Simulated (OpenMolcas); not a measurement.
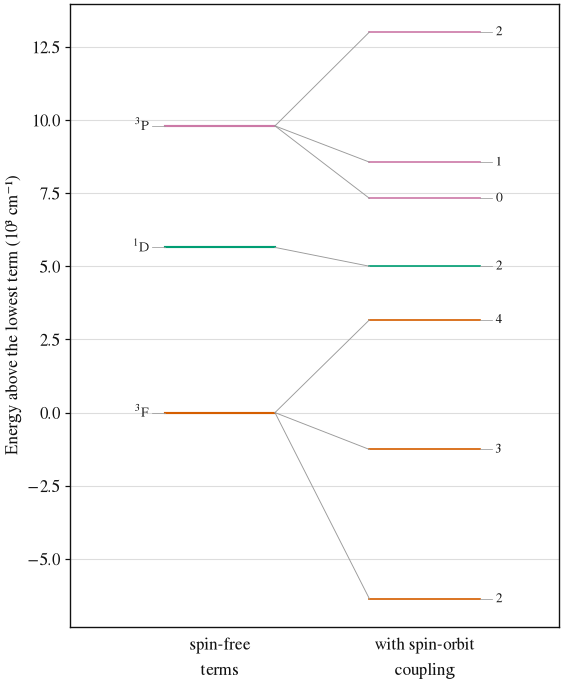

Fig. 1: Terms of Ta³⁺ (tantalum, Z = 73) without and with spin-orbit coupling; numbers at the right are J. ³F (at 0) splits over 9,540 cm⁻¹ into J = 2, 3, 4 from the bottom up (normal); ¹D (at 5,650 cm⁻¹) gives the one level J = 2; ³P (at 9,800 cm⁻¹) splits over 5,690 cm⁻¹ into J = 0, 1, 2 from the bottom up (normal). The ground level lies 6,370 cm⁻¹ below the lowest term.

**Ta³⁺: multiconfigurational calculation**

- system: Ta³⁺.
- method: state-averaged SS-CASPT2, IPEA shift 0.75, real shift 0.05 hartree, closed shells 4f 5s 5p correlated, active space 2 electrons in the shells 5d 6d, basis ANO-R1, X2C scalar Hamiltonian, spin-orbit coupling by RASSI with atomic mean-field integrals (OpenMolcas)

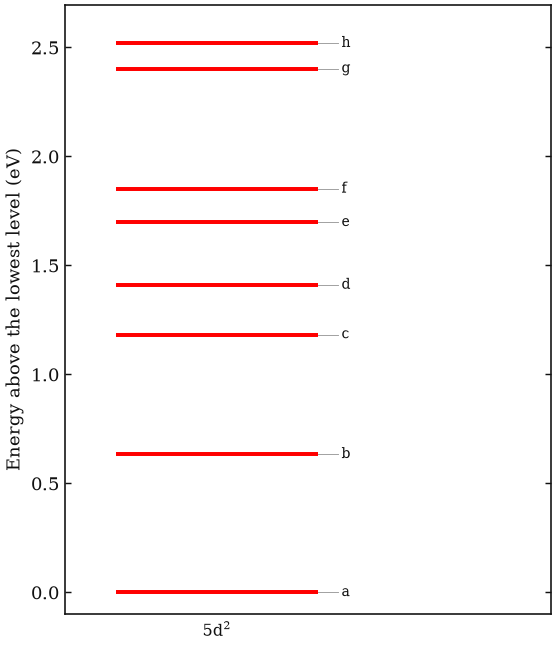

Fig. 2: The lowest computed levels of Ta IV (Ta³⁺), 8 of them lettered. a: 5d² ³F₂ at 0; b: 5d² ³F₃ at 0.634 eV; c: 5d² ³F₄ at 1.18 eV; d: 5d² ¹D₂ at 1.41 eV; e: 5d² ³P₀ at 1.70 eV; f: 5d² ³P₁ at 1.85 eV; g: 5d² ³P₂ at 2.40 eV; h: 5d² ¹G₄ at 2.52 eV.

These pictures come from the run below.

Input file:
```
&GATEWAY
Coord
1

Ta 0.0 0.0 0.0
Basis=ANO-R1
Group=XYZ
NoMove
AngMom=0.0 0.0 0.0
AMFI
&SEWARD
&RASSCF
FileOrb=start.orb
Symmetry=1
Spin=3
nActEl=2 0 0
Inactive=15 19
Ras2=5 0
CIRoot=10 10 1
SDav=10
CIMx=300
Iter=120 100
PrWF=0.3
OrbListing=Nothing
MaxOrb=0
Atom
>>> COPY $Project.JobIph JOBPRE
&RASSCF
FileOrb=start.orb
Symmetry=1
Spin=3
nActEl=2 0 0
Inactive=15 19
Ras2=10 0
CIRoot=10 10 1
SDav=45
CIMx=300
Iter=120 100
PrWF=0.3
OrbListing=Nothing
MaxOrb=0
Atom
>>> COPY $Project.JobIph JOB001
&RASSCF
FileOrb=start.orb
Symmetry=1
Spin=1
nActEl=2 0 0
Inactive=15 19
Ras2=10 0
CIRoot=27 27 1
SDav=55
CIMx=300
Iter=120 100
PrWF=0.3
OrbListing=Nothing
MaxOrb=0
Atom
CIOnly
>>> COPY $Project.JobIph JOB002
&RASSI
NrOfJobIphs=2 10 14
1 2 3 4 5 6 7 8 9 10
1 2 3 4 5 6 7 8 9 10 11 12 13 14
IphNames
JOB001
JOB002
EJob
SpinOrbit
DIPRint=1.0
SOCoupling=1000.0
Subsets=2
MEES
Property=10
'ANGMOM' 1 'ANGMOM' 2 'ANGMOM' 3 'MLTPL  1' 1 'MLTPL  1' 2 'MLTPL  1' 3
'AMFI' 1 'AMFI' 2 'AMFI' 3 'MLTPL  2' 6
SOProperty=3
'ANGMOM' 1 'ANGMOM' 2 'ANGMOM' 3
>>> COPY JOB001 $Project.JobIph
&CASPT2
Multistate=10 1 2 3 4 5 6 7 8 9 10
Frozen=14 9
IPEA=0.75
Shift=0.05
MaxIter=60
WThr=0.0 0.3 0.05
PrWF=0.5
NoMix
>>> COPY JOB002 $Project.JobIph
&CASPT2
Multistate=14 1 2 3 4 5 6 7 8 9 10 11 12 13 14
Frozen=14 9
IPEA=0.75
Shift=0.05
MaxIter=60
WThr=0.0 0.3 0.05
PrWF=0.5
NoMix
```

The file start.orb holds starting orbitals from an earlier step. A driver script formed the levels outside the program, from RASSI's spin-orbit matrix and the CASPT2 energies (for multi-state variants, the effective Hamiltonian), averaged over the components of each term or state. The log and the time are those of the CASPT2 step.

Run as:
```bash
OMP_NUM_THREADS=1 MOLCAS_MEM=2252 MOLCAS_PROJECT=a pymolcas a.inp > a.log  # once for each step of the input, in one work folder
```

Log (extracts):
```
--- CASPT2 ---
Orbital specifications:
      -----------------------

      Symmetry species                           1   2
                                                ag  au
      Frozen orbitals                           14   9
      Inactive orbitals                          1  10
      Active orbitals                           10   0
      Secondary orbitals                         2  10
      Deleted orbitals                           0   0
      Number of basis functions                 27  29
Type of calculation                        MS-CASPT2
      Fock operator                              state-specific
      IPEA shift                                 0.75
      Real shift                                 0.05
      Imaginary shift                            0.00
      The input orbitals will be transformed to quasi-canonical
Reference energy:      -15598.5931119995
      E2 (Non-variational):      -0.2092496034
      Shift correction:          -0.0021917088
      E2 (Variational):          -0.2114413122
      Total energy:          -15598.8045533117
      Residual norm:              0.0000000441
      Reference weight:           0.95801
      Contributions to the CASPT2 correlation energy
      Active & Virtual Only:         -0.0018725753
      One Inactive Excited:          -0.0432110413
      Two Inactive Excited:          -0.1641659868
Reference energy:      -15598.5931119995
      E2 (Non-variational):      -0.2089511781
      Shift correction:          -0.0021831169
      E2 (Variational):          -0.2111342950
      Total energy:          -15598.8042462945
      Residual norm:              0.0000000609
      Reference weight:           0.95816
      Contributions to the CASPT2 correlation energy
      Active & Virtual Only:         -0.0018301589
      One Inactive Excited:          -0.0428575045
      Two Inactive Excited:          -0.1642635147
::    CASPT2 Root  1     Total energy: -15598.80455331
::    CASPT2 Root  2     Total energy: -15598.80424629
::    CASPT2 Root  3     Total energy: -15598.80429350
::    CASPT2 Root  4     Total energy: -15598.80419868
::    CASPT2 Root  5     Total energy: -15598.80482436
::    CASPT2 Root  6     Total energy: -15598.80457383
::    CASPT2 Root  7     Total energy: -15598.80465443
::    CASPT2 Root  8     Total energy: -15598.75986429
::    CASPT2 Root  9     Total energy: -15598.75979430
::    CASPT2 Root 10     Total energy: -15598.75981867
::    MS-CASPT2 Root  1     Total energy: -15598.80522765
::    MS-CASPT2 Root  2     Total energy: -15598.80514056
::    MS-CASPT2 Root  3     Total energy: -15598.80484007
::    MS-CASPT2 Root  4     Total energy: -15598.80437374
::    MS-CASPT2 Root  5     Total energy: -15598.80425798
::    MS-CASPT2 Root  6     Total energy: -15598.80407143
::    MS-CASPT2 Root  7     Total energy: -15598.80346635
::    MS-CASPT2 Root  8     Total energy: -15598.75985797
::    MS-CASPT2 Root  9     Total energy: -15598.75980282
::    MS-CASPT2 Root 10     Total energy: -15598.75978309
--- CASPT2 ---
Orbital specifications:
      -----------------------

      Symmetry species                           1   2
                                                ag  au
      Frozen orbitals                           14   9
      Inactive orbitals                          1  10
      Active orbitals                           10   0
      Secondary orbitals                         2  10
      Deleted orbitals                           0   0
      Number of basis functions                 27  29
Type of calculation                        MS-CASPT2
      Fock operator                              state-specific
      IPEA shift                                 0.75
      Real shift                                 0.05
      Imaginary shift                            0.00
      The input orbitals will be transformed to quasi-canonical
Reference energy:      -15598.5506144537
      E2 (Non-variational):      -0.2233637813
      Shift correction:          -0.0047385780
      E2 (Variational):          -0.2281023594
      Total energy:          -15598.7787168131
      Residual norm:              0.0000000139
      Reference weight:           0.91343
      Contributions to the CASPT2 correlation energy
      Active & Virtual Only:         -0.0139867358
      One Inactive Excited:          -0.0421951854
      Two Inactive Excited:          -0.1671818601
Reference energy:      -15598.5506144537
      E2 (Non-variational):      -0.2234095945
      Shift correction:          -0.0047393038
      E2 (Variational):          -0.2281488983
      Total energy:          -15598.7787633520
      Residual norm:              0.0000000131
      Reference weight:           0.91342
      Contributions to the CASPT2 correlation energy
      Active & Virtual Only:         -0.0139867584
      One Inactive Excited:          -0.0421964952
      Two Inactive Excited:          -0.1672263408
::    CASPT2 Root  1     Total energy: -15598.77871681
::    CASPT2 Root  2     Total energy: -15598.77876335
::    CASPT2 Root  3     Total energy: -15598.77876201
::    CASPT2 Root  4     Total energy: -15598.77873893
::    CASPT2 Root  5     Total energy: -15598.77876811
::    CASPT2 Root  6     Total energy: -15598.74364876
::    CASPT2 Root  7     Total energy: -15598.74366902
::    CASPT2 Root  8     Total energy: -15598.74374383
::    CASPT2 Root  9     Total energy: -15598.74366990
::    CASPT2 Root 10     Total energy: -15598.74366270
::    CASPT2 Root 11     Total energy: -15598.74368200
::    CASPT2 Root 12     Total energy: -15598.74370280
::    CASPT2 Root 13     Total energy: -15598.74363228
::    CASPT2 Root 14     Total energy: -15598.74366612
::    MS-CASPT2 Root  1     Total energy: -15598.77882439
::    MS-CASPT2 Root  2     Total energy: -15598.77877992
::    MS-CASPT2 Root  3     Total energy: -15598.77875880
::    MS-CASPT2 Root  4     Total energy: -15598.77873137
::    MS-CASPT2 Root  5     Total energy: -15598.77870886
::    MS-CASPT2 Root  6     Total energy: -15598.74481445
::    MS-CASPT2 Root  7     Total energy: -15598.74457018
::    MS-CASPT2 Root  8     Total energy: -15598.74430945
::    MS-CASPT2 Root  9     Total energy: -15598.74407020
::    MS-CASPT2 Root 10     Total energy: -15598.74389096
::    MS-CASPT2 Root 11     Total energy: -15598.74333260
::    MS-CASPT2 Root 12     Total energy: -15598.74304137
::    MS-CASPT2 Root 13     Total energy: -15598.74274948
::    MS-CASPT2 Root 14     Total energy: -15598.74224461
```

Spin-orbit levels, grouped by J and assigned:

| Configuration | Level | E (eV) | LS purity (%) | Landé g |
| --- | --- | --- | --- | --- |
| 5d² | ³F₂ | 0 | 89 | 0.705 |
| 5d² | ³F₃ | 0.6335 | 100 | 1.084 |
| 5d² | ³F₄ | 1.183 | 94 | 1.236 |
| 5d² | ¹D₂ | 1.410 | 67 | 1.085 |
| 5d² | ³P₀ | 1.698 | 100 | – |
| 5d² | ³P₁ | 1.851 | 100 | 1.501 |
| 5d² | ³P₂ | 2.403 | 76 | 1.377 |
| 5d² | ¹G₄ | 2.520 | 94 | 1.014 |

Results in brief:

| quantity | value |
| --- | --- |
| outcome | converged |
| lowest level | 5d² ³F₂ |
| first excited level | 5d² ³F₃, 5,110 cm⁻¹ |
| energy of the lowest spin-free term | −15598.80448 hartree |
| energy of the lowest spin-orbit level | −15598.83350 hartree |
| CASPT2 correlation energy | −0.2114 hartree |
| largest spread among components of a term | 137.3 cm⁻¹ |
| lowest reference weight | 0.913 |
| hardware | 1 thread of Arm Neoverse V1, 24 GiB of memory available, shared host |
| wall time | 59 s |

Notes:

The components of ³F, which symmetry makes degenerate, are split by 137 cm⁻¹ in CASPT2. This is an artefact; the levels of such states rest on averages and are uncertain by about as much. The run is of multi-state type; this report uses its single-state energies. To bear in mind: extra active shells serve correlation only, their own levels not computed; small basis contracted for the neutral atom, rough for a high charge; some levels are strong mixtures of terms (leading term under 70 %); spin-free states above about 35,000 cm⁻¹ are left out of the spin-orbit step; only configurations of the active space are included.
